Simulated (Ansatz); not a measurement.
# AgGeF3 (model cell, started as cubic perovskite with Ge in the octahedra): following an unstable mode, part 3 of 4

Which phase does AgGeF3 (model cell, started as cubic perovskite with Ge in the octahedra) fall into along its unstable mode, and how much energy does it gain?

Ansatz 0.2.0; DFT PBEsol, scalar-relativistic, plane waves, PAW; PAW set soft_1.

So far. Step 4 (The mode frozen in, largest atomic shift 0.22 Å): The run ends at a pressure of 1.87 GPa, with forces up to 0.47 eV/Å. Step 5 (Energy along the mode, all amplitudes (two of the runs …): The lowest of the steps tried is at 0.22 Å, 9.36 meV/atom below the parent; the bottom of the well need not coincide with a step.

The structure was built from a prototype and need not be the compound's stable phase.

**6. Relaxing from the distorted cell (continued)**

Relaxation path (22 of 31):

| step | energy less that of the first step (eV) | largest force component (eV/Å) | pressure (GPa) | volume (Å³) |
| --- | --- | --- | --- | --- |
| 1 | 0.0000 | 0.3325 | 1.87 | 155.05 |
| 2 | -0.1120 | 0.1746 | 0.08 | 158.88 |
| 4 | -0.5961 | 0.3872 | -4.45 | 162.87 |
| 5 | -0.9576 | 0.3577 | -4.36 | 156.88 |
| 7 | -1.2620 | 0.2474 | 0.94 | 142.05 |
| 8 | -1.3060 | 0.1170 | -0.36 | 143.82 |
| 10 | -1.3139 | 0.0042 | 0.04 | 143.52 |
| 11 | -1.3135 | 0.0098 | -0.06 | 143.68 |
| 12 | -1.3137 | 0.0013 | 0.00 | 143.60 |
| 14 | -1.5947 | 0.0410 | 1.42 | 145.69 |
| 15 | -1.6554 | 0.0930 | 0.76 | 149.39 |
| 17 | -1.6660 | 0.1706 | -0.36 | 152.19 |
| 18 | -1.6695 | 0.0070 | 0.01 | 152.45 |
| 20 | -1.6694 | 0.0013 | 0.01 | 152.55 |
| 21* | -1.7247 | 0.0025 | 0.59 | 152.55 |
| 22 | -1.7353 | 0.0051 | 0.33 | 155.17 |
| 24 | -1.7333 | 0.0008 | 0.01 | 158.26 |
| 25* | -1.7524 | 0.0012 | 0.08 | 158.26 |
| 27 | -1.7498 | 0.0226 | -0.09 | 160.18 |
| 28 | -1.7502 | 0.0006 | 0.00 | 160.04 |
| 30 | -1.7540 | 0.0012 | 0.00 | 160.41 |
| 31* | -1.7548 | 0.0013 | 0.01 | 160.41 |

Relaxation steps marked * repeat the geometry before them on a plane-wave basis chosen anew for their cell, so energy and pressure can jump there. Other such steps can lie between the rows shown. Relaxation steps 7, 11, 17 were tried and not accepted.

The run keeps the 8 symmetry operations that it works with, so distortions that break them were not tested.

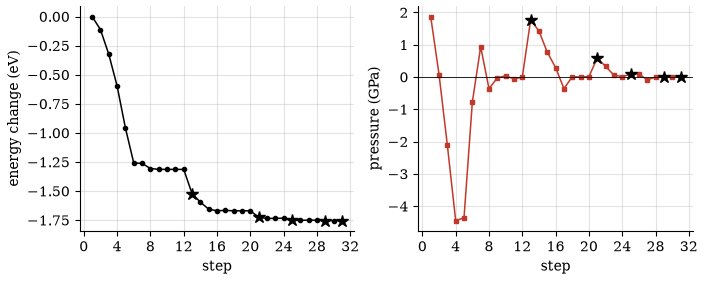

Energy and pressure along the relaxation. Stars mark steps on a basis chosen anew.

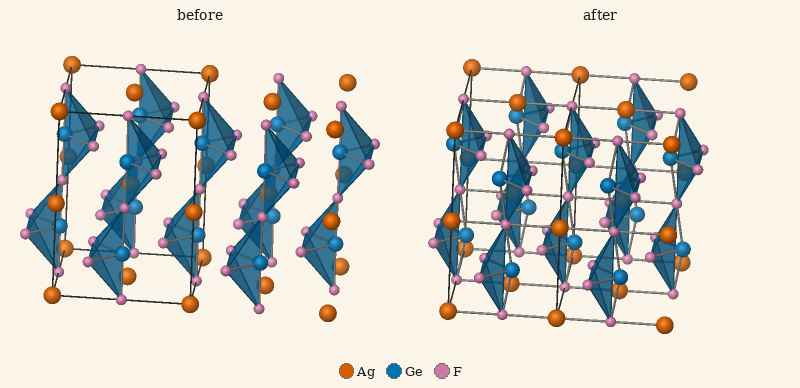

The structure before and after the relaxation, drawn at the same scale.

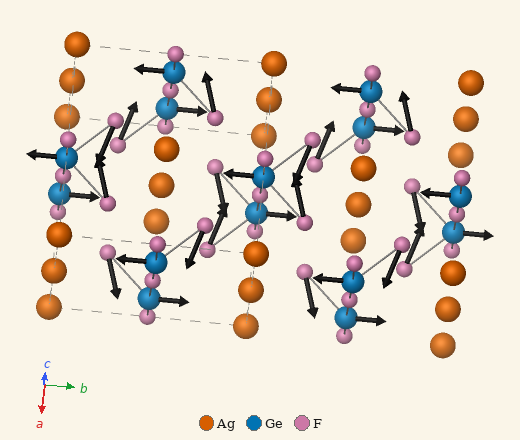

Displacements in the relaxation, exaggerated, measured against the changing cell; the longest in the cell stands for 0.50 Å. 1×2×1 conventional cells are drawn. Some periodic images of atoms are drawn too.

| cell as run | before | after | change |
| --- | --- | --- | --- |
| a (Å) | 4.264 | 4.680 | +9.8 % |
| b (Å) | 4.264 | 4.680 | +9.8 % |
| c (Å) | 8.528 | 8.382 | -1.7 % |
| γ (°) | 90.00 | 60.88 | -32.4 % |
| volume (Å³/atom) | 15.51 | 16.04 | +3.5 % |

The atoms that moved most (Å, as changes of fractional coordinates times the final cell):

| atom | dx | dy | dz | length |
| --- | --- | --- | --- | --- |
| F7 | 0.235 | 0.443 | 0.000 | 0.501 |
| F10 | 0.443 | 0.235 | 0.000 | 0.501 |
| F8 | -0.235 | -0.443 | 0.000 | 0.501 |
| F9 | -0.443 | -0.235 | 0.000 | 0.501 |
| Ge4 | 0.258 | -0.258 | 0.000 | 0.365 |
| Ge3 | -0.258 | 0.258 | 0.000 | 0.365 |

The relaxed structure:

```cif
data_structure
_symmetry_space_group_name_H-M 'P 1'
_symmetry_Int_Tables_number 1
_cell_length_a 4.6804
_cell_length_b 4.6804
_cell_length_c 8.3819
_cell_angle_alpha 90.000
_cell_angle_beta 90.000
_cell_angle_gamma 60.882
_cell_volume 160.41
loop_
_atom_site_label
_atom_site_type_symbol
_atom_site_fract_x
_atom_site_fract_y
_atom_site_fract_z
_atom_site_occupancy
Ag1 Ag 0.00000 0.00000 0.00000 1
Ag2 Ag 0.00000 0.00000 0.50000 1
Ge3 Ge 0.42711 0.57289 0.25000 1
Ge4 Ge 0.57289 0.42711 0.75000 1
F5 F 0.50000 0.50000 0.00000 1
F6 F 0.50000 0.50000 0.50000 1
F7 F 0.54554 0.13906 0.25000 1
F8 F 0.45446 0.86094 0.75000 1
F9 F 0.86094 0.45446 0.25000 1
F10 F 0.13906 0.54554 0.75000 1
```

This step gave:

```
pressure          : 0.006091 GPa
volume per atom   : 16.04 Å³
gap on the k-mesh : 1.850 eV
```

The distorted start has space group Cmcm; the relaxation ends in Cmcm.

**7. The new phase in its own primitive cell**

The relaxed structure is symmetrised, reduced to its primitive cell and relaxed tightly, as its phonons need.

The input, input.yaml:

```yaml
crystal:
  lattice:
    - [4.0352176117, -2.3713077298, 0.0]
    - [4.0352176117, 2.3713077298, 0.0]
    - [0.0, 0.0, 8.3819161641]
  atoms:
    - { symbol: Ag, position: [0.0, 0.0, 0.0] }
    - { symbol: Ag, position: [0.0, 0.0, 0.5] }
    - { symbol: Ge, position: [0.4271056155, 0.5728943845, 0.25] }
    - { symbol: Ge, position: [0.5728943845, 0.4271056155, 0.75] }
    - { symbol: F, position: [0.5, 0.5, 0.0] }
    - { symbol: F, position: [0.5, 0.5, 0.5] }
    - { symbol: F, position: [0.5455445375, 0.1390566317, 0.25] }
    - { symbol: F, position: [0.4544554625, 0.8609433683, 0.75] }
    - { symbol: F, position: [0.8609433683, 0.4544554625, 0.25] }
    - { symbol: F, position: [0.1390566317, 0.5455445375, 0.75] }
kpoints:
  mp_grid: { grid: [6, 6, 4] }
hamiltonian:
  xc: pbesol
  pseudopotentials: { kind: paw, azcp: { folder: soft_1 }, xc_functional: pbe }
scf:
  occupations: { method: fixed }
output:
  forces: true
  stress: true
  eigenvalues: true
relax:
  adjacent_minimum: "off"
  f_tol: 0.001
  max_steps: 60
  cell: { stress_tol: 0.01 }
```

Run with:

```bash
$ ansatz run input.yaml --threads 4 --pin off --max-ram 16384MiB --backend cpu --events-out ev --progress --plain --runs-dir out
```

Numbers of over 12 decimals in the logs are rounded to 6 here.

The log of the run:

```text
[...]
Crystal: 10 atoms, lattice volume = 160.409 Å³
Basis set: ecut = 420 eV, 3111 PW (Γ), exchange–correlation on 64×64×120 points (8 copies of the dense FFT grid, shifted against one another)
Bands: 65, of which v1, the nominal top of the filled ones, is band 54 counted from 1 (53 counted from 0)
Symmetry: 8 space group operations
[...]
k-points: 39 of 144
[...]
- { symbol: Ag, position: [0, 0, 0.5] }
    - { symbol: Ge, position: [0.427041, 0.572959, 0.25] }
    - { symbol: Ge, position: [0.572959, 0.427041, 0.75] }
    - { symbol: F, position: [0.5, 0.5, 0.0] }
    - { symbol: F, position: [0.5, 0.5, 0.5] }
    - { symbol: F, position: [0.545572, 0.139294, 0.25] }
    - { symbol: F, position: [0.454428, 0.860706, 0.75] }
    - { symbol: F, position: [0.860706, 0.454428, 0.25] }
    - { symbol: F, position: [0.139294, 0.545572, 0.75] }
[key lines of the parts left out:]
SCF converged after 5 iterations
Free energy (F): -28353.094153 eV
Fermi energy:    5.626630 eV
P = ⅓ Tr σ = 0.0012 GPa (0.012 kbar)
```

The job ended after 44 s (4 threads of Arm Neoverse V2, shared host; peak memory 0.67 GiB).

The steps of the relaxation:

| step | energy less that of the first step (eV) | largest force component (eV/Å) | pressure (GPa) | volume (Å³) |
| --- | --- | --- | --- | --- |
| 1 | 0.0000 | 0.0017 | 0.01 | 160.41 |
| 2 | 0.0001 | 0.0016 | 0.00 | 160.46 |
| 3 | 0.0001 | 0.0003 | 0.00 | 160.47 |
| 4* | 0.0000 | 0.0003 | 0.00 | 160.47 |
| 5 | 0.0001 | 0.0011 | 0.00 | 160.51 |
| 6 | 0.0010 | 0.1381 | 0.23 | 160.52 |
| 7 | 0.0001 | 0.0000 | 0.00 | 160.55 |
| 8* | 0.0000 | 0.0000 | 0.00 | 160.55 |

Relaxation steps marked * repeat the geometry before them on a plane-wave basis chosen anew for their cell, so energy and pressure can jump there. Relaxation step 6 was tried and not accepted.

Forces are held to the 8 operations that the run works with; a distortion that breaks them can't arise in this run.

| conventional cell, symmetrised | before | after | change |
| --- | --- | --- | --- |
| a (Å) | 8.070 | 8.079 | +0.1 % |
| b (Å) | 4.743 | 4.742 | -0.0 % |
| c (Å) | 8.382 | 8.382 | +0.0 % |
| volume (Å³/atom) | 16.04 | 16.05 | +0.1 % |

Numbers from this step:

- pressure: 0.001151 GPa
- volume per atom: 16.05 Å³
- direct gap on mesh: 2.850 eV

The largest force component left is 0.018 meV/Å and the pressure is 0.001 GPa, within the tolerances set. The cell now holds 16.05 Å³/atom.

**8. Modes of the new phase, k-mesh 6×6×4, occupations fixed**

A relaxed structure may still be a saddle point, so its zone-centre modes are computed. The response to a homogeneous field gives the Born charges and the dielectric tensor.

The input, input.yaml:

```yaml
crystal:
  lattice:
    - [4.0393270694, -2.3707969528, 0.0]
    - [4.0393270694, 2.3707969528, 0.0]
    - [0.0, 0.0, 8.3824104561]
  atoms:
    - { symbol: Ag, position: [0.0, 0.0, 0.0] }
    - { symbol: Ag, position: [0.0, 0.0, 0.5] }
    - { symbol: Ge, position: [0.4270408011, 0.5729591989, 0.25] }
    - { symbol: Ge, position: [0.5729591989, 0.4270408011, 0.75] }
    - { symbol: F, position: [0.5, 0.5, 0.0] }
    - { symbol: F, position: [0.5, 0.5, 0.5] }
    - { symbol: F, position: [0.5455717194, 0.1392940739, 0.25] }
    - { symbol: F, position: [0.4544282806, 0.8607059261, 0.75] }
    - { symbol: F, position: [0.8607059261, 0.4544282806, 0.25] }
    - { symbol: F, position: [0.1392940739, 0.5455717194, 0.75] }
kpoints:
  mp_grid: { grid: [6, 6, 4] }
hamiltonian:
  xc: pbesol
  pseudopotentials: { kind: paw, azcp: { folder: soft_1 }, xc_functional: pbe }
scf:
  occupations: { method: fixed }
output:
  eigenvalues: true
phonons:
  method: dfpt
  dielectric: true
  rigid_motions: translations
```

The log of the run:

```text
[...]
Crystal: 10 atoms, lattice volume = 160.547 Å³
Basis set: ecut = 420 eV, 3111 PW (Γ), exchange–correlation on 64×64×120 points (8 copies of the dense FFT grid, shifted against one another)
Bands: 65, of which v1, the nominal top of the filled ones, is band 54 counted from 1 (53 counted from 0)
Symmetry: 8 space group operations
k-points: 76 of 144 (irreducible under 1 space group operation, time reversal used)
[...]
SCF iter   1: F=—  HF=-28370.446198 eV  |F-HF|=—  |Δ(HF+E_count)|=         —  Δρ=2.01e-1  dr2=6.29e1  ethr=3.10e-3  ⟨swp⟩=5.0  Hψ=15256  notcnv=0  defer=682
[...]
SCF iter  15: F=-28353.094153 eV  HF=-28353.094153 eV  |F-HF|=7.28e-12  |Δ(HF+E_count)|=  2.84e-10  Δρ=7.83e-8  dr2=8.97e-12  ethr=1.00e-12  ⟨swp⟩=13.7  Hψ=27814  notcnv=0
SCF 1 converged in 15 iterations: F = -28353.094153 eV  dr2 = 8.97e-12
[...]
NSCF: frozen V_eff on 2 k-points
DFPT response loops at Γ: preconditioner auto → none (the input reference at scf.mixing.eps_inf says where Resta's filter doesn't serve); β = 0.50; Broyden in place of MSR1
── the response to a field inside a basis, on 6×6×4 k-points: an SCF that follows is theirs, and a resumed run solves both again ──
Bands: 55, of which v1, the nominal top of the filled ones, is band 54 counted from 1 (53 counted from 0)
k-points: 24 of 144
[...]
Eigensolver: Dense (24 Hₖ)
SCF iter   1: F=—  HF=-28352.931213 eV  |F-HF|=—  |Δ(HF+E_count)|=         —  Δρ=5.66e-4  dr2=1.66e-4  ethr=1.00e-1
[...]
SCF iter   6: F=-28352.931251 eV  HF=-28352.931251 eV  |F-HF|=1.55e-8  |Δ(HF+E_count)|=   8.62e-8  Δρ=3.07e-6  dr2=2.26e-8  ethr=1.49e-10
SCF 1 converged in 6 iterations: F = -28352.931251 eV  dr2 = 2.26e-8
[...]
SCF converged after 15 iterations
Free energy (F): -28353.094153 eV
[...]
Internal energy: -28353.094153 eV  (E = F + TS)
E sigma→0 (E₀):  -28353.094153 eV
Fermi energy:    5.626630 eV
[...]
--- Band table (eV; the first three rows and the last of 76) ---
  k-point 0: bands = [... 50 lower, 3.4933, 3.5396, 3.7652, 4.1362, 7.4763, 8.5259, 11.2502, 11.5208, ... 7 higher]
  k-point 1: bands = [... 50 lower, 3.5012, 3.5344, 3.8487, 4.1244, 7.7013, 8.4497, 11.2849, 11.4056, ... 7 higher]
  k-point 2: bands = [... 50 lower, 3.5193, 3.5193, 4.0170, 4.0170, 8.1512, 8.1512, 11.1793, 11.1793, ... 7 higher]
  k-point 75: bands = [... 50 lower, 3.4843, 3.4843, 4.6352, 4.6352, 8.7075, 8.7075, 9.3912, 9.3912, ... 7 higher]
--- Phonons (Γ-DFPT): 12 representative perturbations + reference, on 76 of 144 k-points (Σ response iterations 48) ---
  k mesh reduced under 1 symmetry operation, with k and −k counted as one. Each operation leaves every solved perturbation unchanged. A smaller set is not considered because the run solves the response to a homogeneous field
  ASR residual: 7.452e-5 → 0.000e0 eV/Å²; symmetrization residual: 2.186e-5 eV/Å²
  ASR residual per site (eV/Å²): 7.45e-5 7.45e-5 6.73e-5 6.73e-5 5.74e-5 5.74e-5 5.64e-5 5.64e-5 5.64e-5 5.64e-5
  Γ frequencies (cm⁻¹): -133.37 -99.78 -75.96 -37.26 -17.24 0.00 0.00 0.00 31.55 45.58 68.26 76.30 84.46 127.31 139.65 142.99 151.19 155.68 178.06 219.86 238.65 249.59 262.31 284.82 309.66 350.81 469.67 470.01 514.71 515.73
  ε∞ (high-frequency dielectric tensor):
        2.738094    -0.000000     0.000000
       -0.000000     3.783268    -0.000000
        0.000000    -0.000000     4.738619
  softest optical mode at Γ: -133.37 cm⁻¹; the repairs (sum rule, projections) moved no ω² at Γ by more than (3.30 cm⁻¹)²
  Born effective charges Z* (e; rows j = field, columns β = displacement):
    site 0:
         0.80002   -0.00000   -0.00000
        -0.00000    1.54914    0.14873
        -0.00000    0.16710    1.57681
    site 1:
         0.80002   -0.00000    0.00000
        -0.00000    1.54914   -0.14873
         0.00000   -0.16710    1.57681
    site 2:
         2.24517   -0.00000    0.00000
        -0.00000    2.70199   -0.00000
         0.00000   -0.00000    3.32538
    site 3:
         2.24517   -0.00000    0.00000
        -0.00000    2.70199   -0.00000
         0.00000   -0.00000    3.32538
    site 4:
        -0.35759   -0.00000    0.00000
        -0.00000   -1.15407   -0.42828
         0.00000   -1.08267   -3.45954
    site 5:
        -0.35759   -0.00000   -0.00000
        -0.00000   -1.15407    0.42828
        -0.00000    1.08267   -3.45954
    site 6:
        -1.34380   -0.57481    0.00000
        -0.53767   -1.54853   -0.00000
         0.00000   -0.00000   -0.72132
    site 7:
        -1.34380   -0.57481    0.00000
        -0.53767   -1.54853   -0.00000
         0.00000   -0.00000   -0.72132
    site 8:
        -1.34380    0.57481   -0.00000
         0.53767   -1.54853   -0.00000
        -0.00000   -0.00000   -0.72132
    site 9:
        -1.34380    0.57481   -0.00000
         0.53767   -1.54853   -0.00000
        -0.00000   -0.00000   -0.72132
  Z* charge neutrality: 7.368e-3 e pre-enforcement
  solved inside a basis spanned on kpoints, on 6×6×4 k-points, its susceptibility summed on 12×12×6: ε∞ is read to err by 1.3e-2, Z* by 3.7e-2 e (field_mesh: kpoints solves on kpoints); Z* is corrected for what the basis lacks
  optical modes at Γ without the LO–TO term, one row a degenerate level:
      ω (cm⁻¹)  modes    IR ((D/Å)²/amu)
       -133.37      1            22.8819
        -99.78      1             0.0000
        -75.96      1             6.8662
        -37.26      1             0.5938
        -17.24      1             0.0000
         31.55      1             0.0010
         45.58      1             0.0000
[...]
optical modes at Γ + LO–TO along q̂ = [1.0000, 0.0000, 0.0000]:
      ω (cm⁻¹)  modes    IR ((D/Å)²/amu)
[...]
optical modes at Γ + LO–TO along q̂ = [0.0000, 1.0000, 0.0000]:
      ω (cm⁻¹)  modes    IR ((D/Å)²/amu)
[...]
optical modes at Γ + LO–TO along q̂ = [0.0000, 0.0000, 1.0000]:
      ω (cm⁻¹)  modes    IR ((D/Å)²/amu)
[...]
219.86      1             0.0000
        238.65      1             0.0006
        249.59      1             0.0000
        262.31      1             0.0000
        284.82      1             7.2151
        309.24      1             0.4375
        340.62      1            40.9956
        350.81      1             0.4144
        469.67      1             0.0000
        470.01      1            11.8436
        514.71      1             0.0000
        515.73      1            13.9181
```

Wall time 6.4 min (4 threads); peak memory 3.4 GiB; 25 min of CPU time.

Numbers from this step:

```
sum-rule residual before enforcement                    : 7.45e-5 eV/Å²
miss of the charge sum rule                             : 0.007368 e
estimated error of the dielectric tensor                : 0.01340
estimated error of the Born charges                     : 0.03730 e
point group                                             : mmm
highest optical mode at the zone centre (no LO-TO term) : 515.7 cm⁻¹
lowest optical zone-centre mode                         : -133.4 cm⁻¹
mean high-frequency dielectric constant                 : 3.753
largest Born charge (third of the trace)                : 2.758 e
top of the zone-centre spectrum with the field          : 567.1 cm⁻¹
```

(Continued in part 4 of 4.)

[Logs are printed without paths, hosts, clocks, repeated set-up lines and the standing remarks that a program may print on its own settings, such as how far it seeks lower states.]

[Hosts, paths, dates, database ids (printed as entryN), source tags and the programs' standing remarks are cut or masked in the printed files.]
